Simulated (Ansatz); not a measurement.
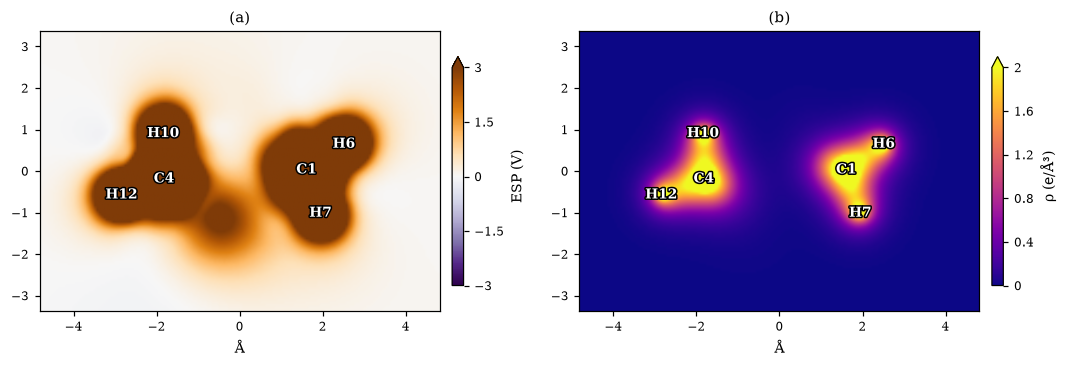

The picture shows: C3H8Ge (SMILES C[CH2][Ge][CH3]). (a) electrostatic potential; (b) total electron density on the plane of atoms H10, C4 and H12.

Geometry: PBE0-D4/def2-TZVP.

Computed with RKS PBE0-D4/def2-TZVPP (Ansatz).

The calculation's input:

```
crystal:
  periodic: [false, false, false]
  atoms:
    - {symbol: C, position_ang: [-0.789621, 1.293494, 0.275448]}
    - {symbol: C, position_ang: [-0.477827, 0.049141, 1.109122]}
    - {symbol: Ge, position_ang: [1.418972, -0.516100, 0.783492]}
    - {symbol: C, position_ang: [1.125940, -1.235666, -1.053868]}
    - {symbol: H, position_ang: [-0.766089, 1.077806, -0.795601]}
    - {symbol: H, position_ang: [-1.781637, 1.693439, 0.504273]}
    - {symbol: H, position_ang: [-0.074846, 2.102698, 0.461914]}
    - {symbol: H, position_ang: [-1.163099, -0.763636, 0.845759]}
    - {symbol: H, position_ang: [-0.612723, 0.266400, 2.171848]}
    - {symbol: H, position_ang: [0.204505, -1.819518, -1.133672]}
    - {symbol: H, position_ang: [1.022501, -0.375236, -1.728079]}
    - {symbol: H, position_ang: [1.970924, -1.828124, -1.406634]}
basis:
  gaussian: {orbitals: def2-TZVPP}
hamiltonian: {xc: pbe0, dispersion: d4}
output: {orbitals: {seedname: orbitals}}
```

Run with:

```sh
ansatz run in.yaml --threads 4 --pin off --events-out ev --progress --plain --max-ram 10444MiB
```

### Describe what can be read from this map.

Atoms in the plane: C and H.
C–H (1.09 Å): ρ is about 2 e/Å³ halfway.
The potential has no marked negative region in this plane.
